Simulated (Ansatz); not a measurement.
# BH3F− (SMILES [H][B-]([H])([H])F): B2PLYP/STO-3G

Aim: the vertical singlet–triplet gap of BH3F− at B2PLYP/STO-3G, from 2 runs. 

The results are computed with Ansatz 0.2.0.

3 further runs of the same task are left out: 2 that didn't finish, 1 set aside as unsound or not needed.

### Step 1. The system as given

BH3F− has 5 atoms, charge -1, and is taken as a singlet. As SMILES, `[H][B-]([H])([H])F`. The shape is that of a GFN2-xTB optimisation.

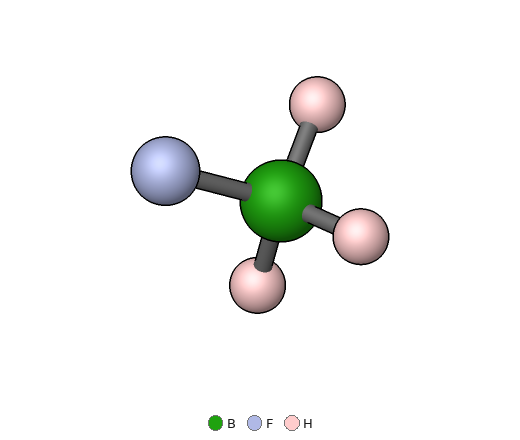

Viewed from a chosen angle; boron green, fluorine light blue, hydrogen pink.

### Step 2. The energy at B2PLYP/STO-3G

molecule.yaml reads:

```yaml
crystal:
  periodic: [false, false, false]
  atoms:
    - {symbol: B, position_ang: [-0.000350, 0.000360, -0.057130]}
    - {symbol: F, position_ang: [0.012500, -0.020940, 1.389230]}
    - {symbol: H, position_ang: [1.160070, 0.011720, -0.454270]}
    - {symbol: H, position_ang: [-0.590550, 1.012650, -0.424140]}
    - {symbol: H, position_ang: [-0.581670, -1.003790, -0.453700]}
basis:
  gaussian: {orbitals: STO-3G}
correlation: {frozen_orbitals: {B: 1, F: 1, H: 0}}
accuracy: high
hamiltonian: {xc: {name: B2PLYP}}
total_charge: -1
```

On the command line:

```bash
$ ansatz run molecule.yaml --threads 1 --pin off --max-ram 2610MiB --events-out events.jsonl --progress --plain --runs-dir runs
```

What it wrote:

```text
Warning: RAYON_NUM_THREADS=1 ignored (pool sized by the plan → 1); use --threads N
Functional definition: B2PLYP
  name "B2PLYP"
  parameter a = 0.53
  parameter c = 0.27
  exchange = (1 - a)*b88_x + a*exact_x
  correlation = (1 - c)*lyp_c + c*(mp2_os + mp2_ss)
207 factors; integrals over basis functions are off by at most 2.4e-8 eV
mean field evaluation 1: about -3385.7980 eV, gradient 1.3e1 eV
mean field evaluation 2: about -3385.8116 eV, gradient 1.3e1 eV
mean field evaluation 4: about -3386.4967 eV, gradient 3.6e-1 eV
mean field evaluation 8: about -3386.4959 eV, gradient 6.9e-4 eV
mean field -3386.49590178 eV, -124.4514289412 hartree, gradient 7.5e-9 eV, S^2 0.000000; 0 other end points of the search recorded, 0 dependent functions left out
2 core orbitals not correlated: weight in the atoms' cores, before any rotation towards them, 1.000 or more for the frozen orbitals, at most 0.000 for the correlated occupied ones
reference -3386.49591565 eV, -124.4514294509 hartree; 7, 7 occupied and 4, 4 virtual orbitals, 207 factors
second order -1.93256733 eV of doubles, -0.00000000 eV of singles
Total energy: -3387.01770883 eV, -124.4706049966 hartree
```

Wall time 0.91 s (1 thread of Arm Neoverse V1, shared host).

### Step 3. The triplet at the same level

in.yaml reads:

```yaml
crystal:
  periodic: [false, false, false]
  atoms:
    - {symbol: B, position_ang: [-0.000350, 0.000360, -0.057130]}
    - {symbol: F, position_ang: [0.012500, -0.020940, 1.389230]}
    - {symbol: H, position_ang: [1.160070, 0.011720, -0.454270]}
    - {symbol: H, position_ang: [-0.590550, 1.012650, -0.424140]}
    - {symbol: H, position_ang: [-0.581670, -1.003790, -0.453700]}
basis:
  gaussian: {orbitals: STO-3G}
total_charge: -1
magnetization: {spin_polarized: true, initial_magnetization: 2}
hamiltonian: {xc: {name: B2PLYP}}
correlation: {frozen_orbitals: {B: 1, F: 1, H: 0}}
accuracy: high
```

On the command line:

```bash
$ ansatz run in.yaml --threads 1 --pin off --max-ram 2610MiB --events-out events.jsonl --progress --plain --runs-dir runs
```

What it wrote (excerpt; [...] marks lines left out):

```text
Warning: RAYON_NUM_THREADS=1 ignored (pool sized by the plan → 1); use --threads N
Functional definition: B2PLYP
  name "B2PLYP"
[...]
207 factors; integrals over basis functions are off by at most 2.4e-8 eV
[...]
mean field -3373.41973210 eV, -123.9708885685 hartree, gradient 1.9e-8 eV, S^2 2.002211; 2 other end points of the search recorded, 0 dependent functions left out
2 core orbitals not correlated: weight in the atoms' cores, before any rotation towards them, 1.000 or more for the frozen orbitals, at most 0.000 for the correlated occupied ones
reference -3373.41974601 eV, -123.9708890800 hartree; 8, 6 occupied and 3, 5 virtual orbitals, 207 factors
second order -1.46855576 eV of doubles, -0.00000000 eV of singles
Total energy: -3373.81625607 eV, -123.9854605557 hartree
```

Run time: 12 s. Hardware: 1 thread of Arm Neoverse V1, shared host; peak memory 0.12 GiB.

### Step 4. Summary of results

At B2PLYP/STO-3G, 2 core orbitals frozen:

| quantity | value |
| --- | --- |
| singlet: total energy | -124.47060 Eh |
| triplet: total energy | -123.98546 Eh |
| triplet: ⟨S²⟩ | 2.002 |
| vertical energy of the triplet above the singlet | 13.201 eV |

What this shows: At this shape the triplet lies 13.20 eV (1274 kJ/mol) above the singlet. For an anion a state so high probably lies above electron detachment. In a minimal basis such a difference can be off by several eV, whatever the method.
